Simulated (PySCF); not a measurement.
## Electronic structure of C₃H₈BF₃Si (SMILES FC[SiH2]CCB(F)F) in real space

Input file:

```
{"job": {"kind": "nmr", "xc": "PBE0", "basis": "pcSseg-1"}, "charge": 0, "multiplicity": 1}
F     -2.468354     1.227162    -1.143106
C     -1.996140     1.174720     0.156950
Si    -1.170332    -0.526780     0.476840
C      0.193183    -0.807842    -0.830770
C      1.620001    -0.797281    -0.263048
B      2.063050     0.559027     0.402858
F      1.243962     1.565632     0.638181
F      3.301409     0.789325     0.792229
H     -1.301561     2.010268     0.264848
H     -2.859204     1.352632     0.802295
H     -2.189898    -1.574560     0.355141
H     -0.640596    -0.502206     1.844908
H      0.119009    -0.043530    -1.605770
H      0.029247    -1.765128    -1.328379
H      1.717475    -1.595382     0.479212
H      2.331151    -1.057111    -1.053799
```

Launched as:

```sh
OMP_NUM_THREADS=1 python probes_run.py task.json out
```

Geometry: GFN2-xTB.

Method: PBE0/pcSseg-1, SCF density, gas phase, non-relativistic in PySCF 2.14.0.

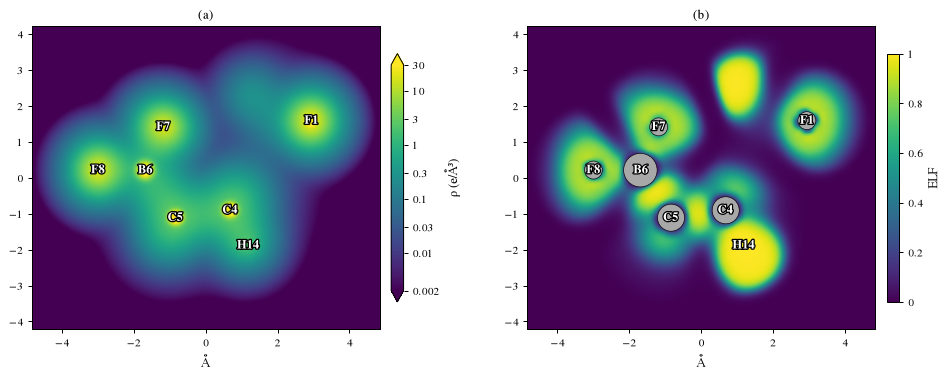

Figure 1. (a) total electron density; (b) ELF on the plane of atoms C4, C5 and B6. Grey discs cover the atomic cores in the ELF map.

Question: Describe what can be read from this map.

Answer: The plane passes through F, C, B and H nuclei. B–F (1.32 Å): the density is about 2.3 e/Å³ at the midpoint; the ELF peaks at about 0.85 between the atoms; a shared but strongly polarised pair. C–C (1.54 Å): ρ at the midpoint is about 1.6 e/Å³; the ELF peaks at about 0.95 between the atoms (a covalent bond). C–B (1.57 Å): the density is about 1.4 e/Å³ at the midpoint; the ELF peaks at about 1 between the atoms (a shared electron pair). C–H (1.09 Å): ρ at the midpoint is about 2 e/Å³; the ELF climbs to about 1 towards the hydrogen, as it does in any bond to H; a covalent bond by its length. The ELF also peaks beside F8, F1 and F7, away from the bonds: lone-pair regions.

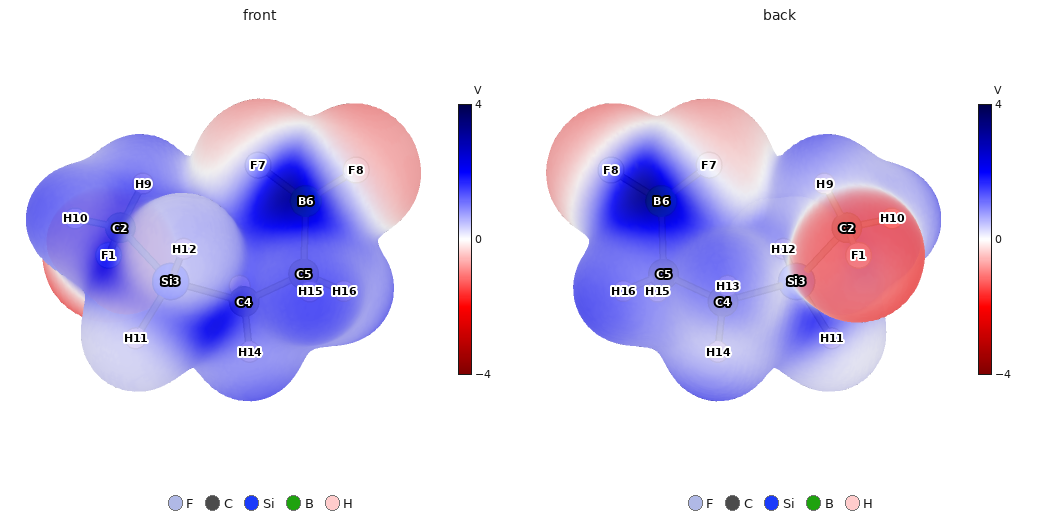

Figure 2. The electrostatic potential painted on the density surface at 0.004 e/bohr³, seen from the front and from behind; red is negative and blue positive.

Question: Describe the electrostatic potential map.

Answer: The most negative region (about −1.3 V) lies over F1, the most positive (about +2.9 V) over B6.
